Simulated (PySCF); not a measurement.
# C4H14BN: NMR shielding calculation

- system: C4H14BN
- method: GIAO PBE0/pcSseg-1 NMR shielding, non-relativistic, gas phase (PySCF 2.14.0)

The geometry comes from this level: PBE0-D3(BJ)/def2-SVP. It belongs to a series of runs on one base structure; here: H on N replaced by iPr. Figures and captions count atoms from 1; the log counts them from 0 in places.

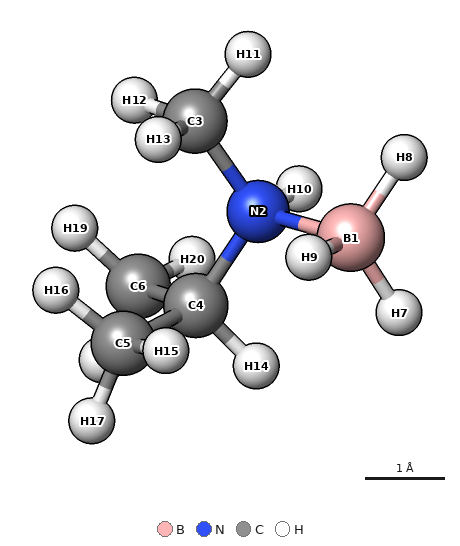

Figure 1. The structure (ball-and-stick view, seen at a tilt; atoms are numbered from 1 in the order of the input). Bond lengths as drawn: B–H 1.22 to 1.23 Å, B–N 1.63 Å, C–C 1.52 Å, C–H 1.10 Å, C–N 1.47 to 1.50 Å and H–N 1.02 Å.

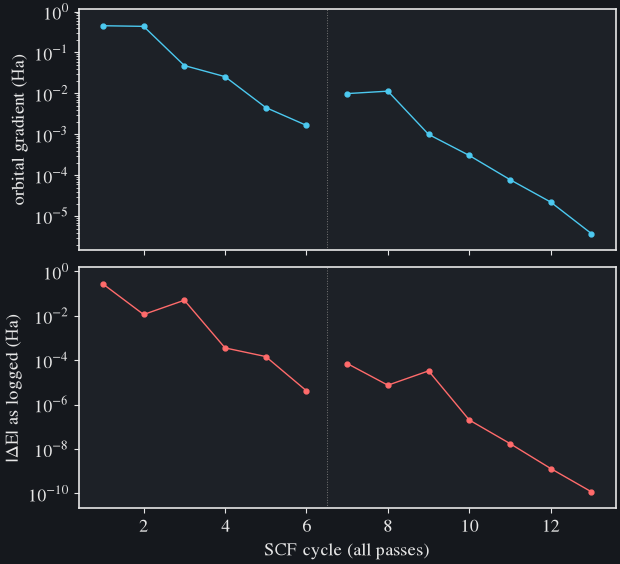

Figure 2. Convergence of the self-consistent field: orbital gradient and size of the energy change against the SCF cycle. The dotted line marks the change from a coarse to the final integration grid. The first 6 cycles use a coarse grid, the final grid takes over at cycle 7, and the field converges after 13 cycles in all.

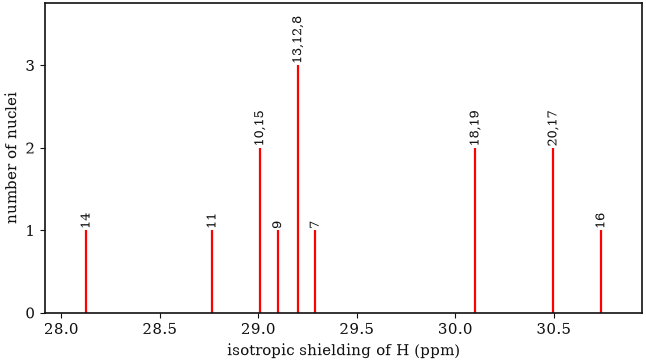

Figure 3. Isotropic shieldings of the hydrogen nuclei in this fixed geometry, labelled by atom number; shielding grows to the right, so chemical shift grows to the left. The least shielded is H14 (28.1 ppm), the most shielded H16 (30.7 ppm).

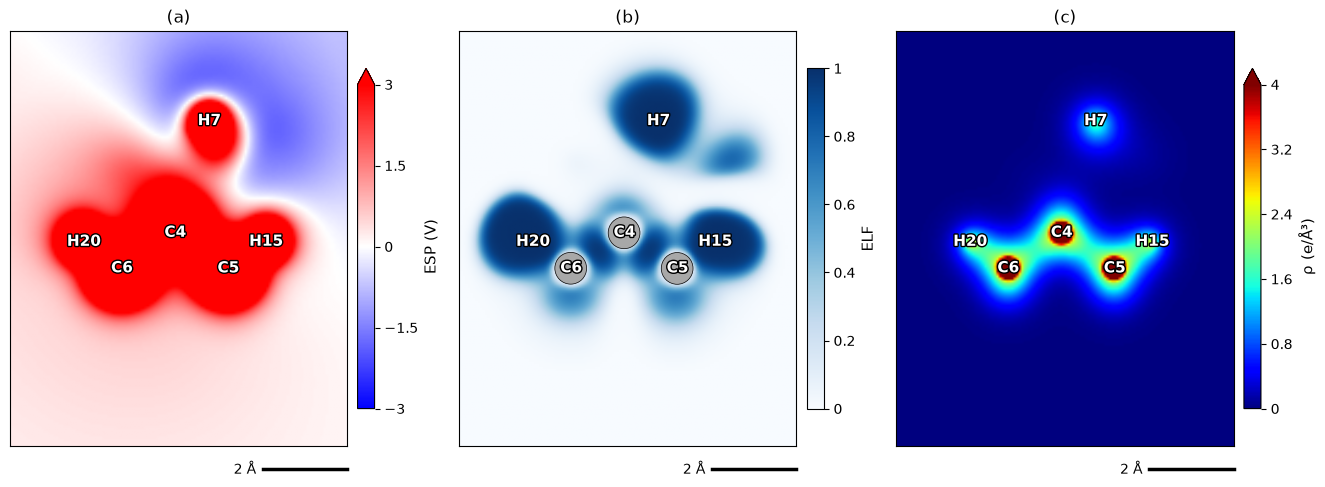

Figure 4. (a) electrostatic potential; (b) ELF; (c) total electron density on the plane of atoms C4, C6 and H20. Grey discs, where drawn, cover atomic cores. Atoms in the plane: C and H. C–H (1.10 Å): ρ at the midpoint is about 2 e/Å³; the ELF climbs to about 1 towards the hydrogen, as it does in any bond to H; a covalent bond by its length.

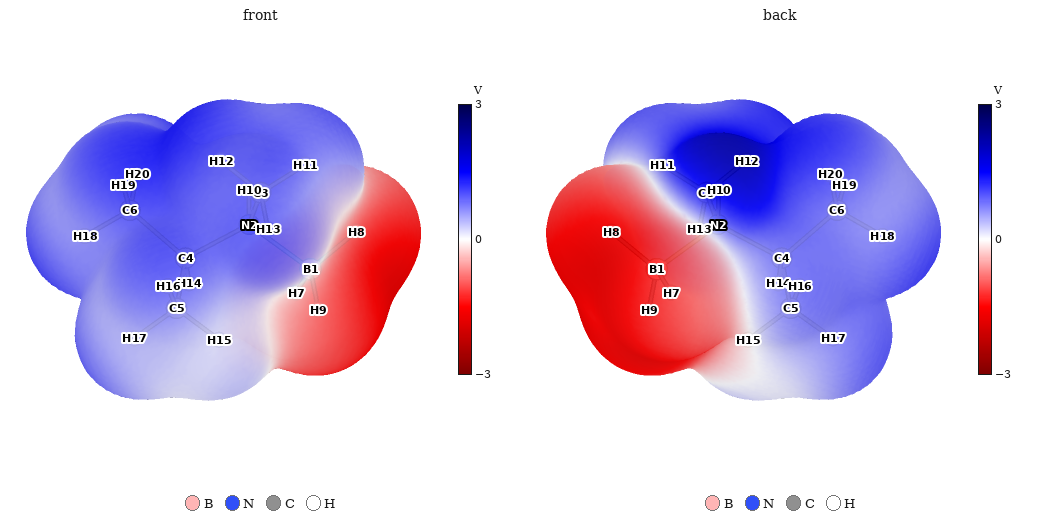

Figure 5. The molecular electrostatic potential painted on the density surface at 0.002 e/bohr³, seen face on and from behind; the colour scale runs from red (negative) to blue (positive). Its dipole moment is 5.49 D.

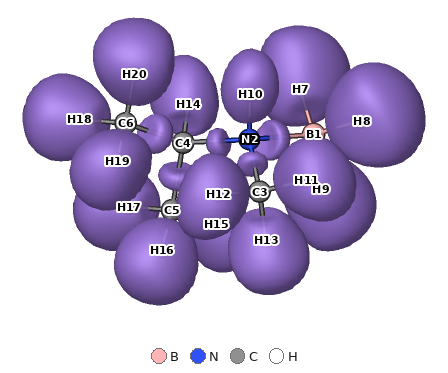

Figure 6. Isosurface of the ELF at 0.85 (purple), seen from the side. Core shells and regions of very low density are left out. The ELF exceeds this value in one region between bonded B–N atoms (shared pairs), two regions between bonded C–C atoms (shared pairs), two regions between bonded C–N atoms (shared pairs) and 14 regions around hydrogen nuclei. Along the contacts the grid gives the following. C–N (1.47 Å): the ELF peaks at about 0.95 between the atoms, which marks a covalent bond. C–C (1.52 Å): the ELF peaks at about 0.95 between the atoms, which marks localised, shared-pair bonding.

The input that produced these results follows, with the program's output.

### Input file
```
{"job": {"kind": "nmr", "xc": "PBE0", "basis": "pcSseg-1"}, "charge": 0, "multiplicity": 1}
B      1.728442    -1.014089    -0.313589
N      0.803658     0.312459    -0.098765
C      1.141573     0.998189     1.155363
C     -0.657694     0.072309    -0.308345
C     -1.269136    -0.729108     0.826167
C     -1.405167     1.370220    -0.574692
H      1.379028    -1.491752    -1.388126
H      2.882148    -0.596830    -0.334374
H      1.526937    -1.763396     0.634184
H      1.095892     0.920704    -0.865540
H      2.211950     1.235375     1.137506
H      0.558382     1.920627     1.293192
H      0.963559     0.315151     1.994136
H     -0.684600    -0.546143    -1.218214
H     -0.664062    -1.619275     1.043798
H     -1.371009    -0.130731     1.744869
H     -2.276476    -1.058053     0.534857
H     -2.444056     1.147594    -0.857861
H     -1.442277     2.020787     0.312951
H     -0.953371     1.938390    -1.403650
```

The first line tells a small driver script what to run in PySCF; the rest is the geometry in Å.

Run as:
```bash
OMP_NUM_THREADS=1 python <driver script> task.json out
```

### The program's output
```
coarse grid: 15176 points
cycle   1  E = -240.0214340652  dE =  2.720e-01  |g| = 4.499e-01  |ddm| = 3.528e+00
cycle   2  E = -240.0328716648  dE = -1.144e-02  |g| = 4.340e-01  |ddm| = 9.055e-01
cycle   3  E = -240.0830769184  dE = -5.021e-02  |g| = 4.791e-02  |ddm| = 3.903e-01
cycle   4  E = -240.0834341868  dE = -3.573e-04  |g| = 2.565e-02  |ddm| = 5.729e-02
cycle   5  E = -240.0835799523  dE = -1.458e-04  |g| = 4.516e-03  |ddm| = 2.218e-02
cycle   6  E = -240.0835841217  dE = -4.169e-06  |g| = 1.655e-03  |ddm| = 5.019e-03
final grid: 142240 points
cycle   7  E = -240.1183167245  dE = -7.087e-05  |g| = 9.897e-03  |ddm| = 3.979e-02
cycle   8  E = -240.1183092399  dE =  7.485e-06  |g| = 1.135e-02  |ddm| = 1.804e-02
cycle   9  E = -240.1183422048  dE = -3.296e-05  |g| = 9.970e-04  |ddm| = 9.964e-03
cycle  10  E = -240.1183424068  dE = -2.020e-07  |g| = 3.047e-04  |ddm| = 9.560e-04
cycle  11  E = -240.1183424243  dE = -1.752e-08  |g| = 7.827e-05  |ddm| = 2.189e-04
cycle  12  E = -240.1183424256  dE = -1.317e-09  |g| = 2.215e-05  |ddm| = 8.800e-05
cycle  13  E = -240.1183424257  dE = -1.177e-10  |g| = 3.763e-06  |ddm| = 1.954e-05
converged SCF energy = -240.1183424257

GIAO shielding tensors (ppm)
atom      isotropic    diamagn.    paramagn.     s11        s22        s33       span
  0 B      118.730     190.380     -71.650     94.924    109.194    152.073     57.149
  1 N      192.819     322.076    -129.258    166.925    186.125    225.406     58.481
  2 C      151.893     247.888     -95.995    132.916    138.170    184.594     51.677
  3 C      129.471     247.202    -117.731    108.616    116.989    162.808     54.191
  4 C      170.274     248.933     -78.659    160.100    164.131    186.591     26.491
  5 C      162.297     248.402     -86.105    139.792    158.954    188.147     48.356
  6 H       29.289      31.201      -1.912     26.166     26.920     34.782      8.616
  7 H       29.215      30.843      -1.628     26.056     27.160     34.429      8.374
  8 H       29.099      31.277      -2.178     25.967     27.273     34.057      8.090
  9 H       28.998      34.937      -5.940     23.232     25.781     37.980     14.748
 10 H       28.766      29.230      -0.464     24.164     26.948     35.185     11.021
 11 H       29.196      30.856      -1.660     23.746     28.414     35.427     11.681
 12 H       29.191      30.692      -1.501     25.510     28.021     34.042      8.532
 13 H       28.126      33.304      -5.178     24.082     27.757     32.540      8.457
 14 H       29.018      30.794      -1.776     23.227     28.722     35.105     11.878
 15 H       30.740      31.261      -0.521     26.986     29.433     35.800      8.815
 16 H       30.505      30.075       0.430     26.270     27.757     37.488     11.218
 17 H       30.100      29.342       0.757     25.620     27.770     36.908     11.288
 18 H       30.102      30.789      -0.687     26.473     29.127     34.707      8.234
 19 H       30.488      30.455       0.033     26.243     27.865     37.355     11.111
```

### Summary

- outcome: converged
- total energy: −240.118342 hartree
- HOMO: −7.56 eV
- LUMO: 0.68 eV
- dipole moment: 5.49 D
- isotropic shielding, B: 118.7 ppm
- isotropic shielding, N: 192.8 ppm
- isotropic shielding, C: 129.5 to 170.3 ppm
- isotropic shielding, H: 28.1 to 30.7 ppm
- hardware: 1 CPU thread, shared host
- wall time: 52 s
- peak memory: 0.94 GiB
